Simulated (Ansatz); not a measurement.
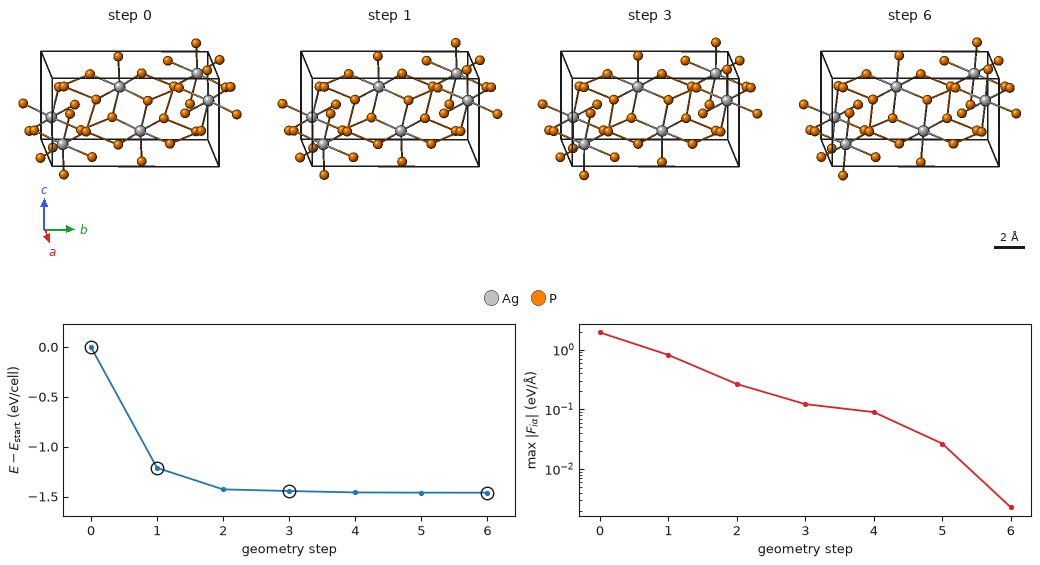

Frames of a relaxation of a crystal of AgP₄ (a generated structure, set up in C2/c), marked on the history of the run. Style: ball-and-stick. Shown: the conventional cell (2 times the calculation's cell), from a free direction. Lengths and directions refer to the drawn axes.

The start is a swapped structure.

Computed with Ansatz, DFT, PAW plane waves, PBE. Set-up: plane-wave cutoff 420 eV; k-point mesh 4 × 4 × 3; occupations fermi dirac; smearing width 0.1 eV; no spin polarisation; atoms relaxed in a fixed cell; at most 40 steps.

Describe the path.

The largest moves, 0.24 Å, are those of P atoms. Largest moves by element: P 0.24 Å, Ag 0.22 Å. The cell stays as it was. Near-neighbour distances that change, for instance: P–P 2.292 → 2.121 Å, P–P 2.342 → 2.173 Å, Ag–P 2.400 → 2.550 Å, P–P 2.296 → 2.178 Å. Among the angles between lasting bonds that change: P–Ag–P 166.2° → 178.5°, Ag–P–P 119.7° → 108.5°, P–P–P 94.5° → 105.1°. The space group stays C2/c (No. 15). The energy falls by 1.460 eV per cell of the calculation in 6 geometry steps. The largest force component goes from 1.9 to 0.0023 eV/Å. From step 0 to 1: P atoms move most (0.09 Å), energy −1.211 eV per cell of the calculation. From step 1 to 3: P atoms move most (0.09 Å), energy −0.233 eV per cell of the calculation. From step 3 to 6: Ag atoms move most (0.10 Å), energy −16.4 meV per cell of the calculation.

| step | E − E(0), meV/atom | largest force component, eV/Å |
| --- | --- | --- |
| 0 | 0.00 | 1.9455 |
| 1 | -121.13 | 0.8174 |
| 2 | -142.73 | 0.2658 |
| 3 | -144.40 | 0.1223 |
| 4 | -145.80 | 0.0898 |
| 5 | -146.02 | 0.0267 |
| 6 | -146.04 | 0.0023 |
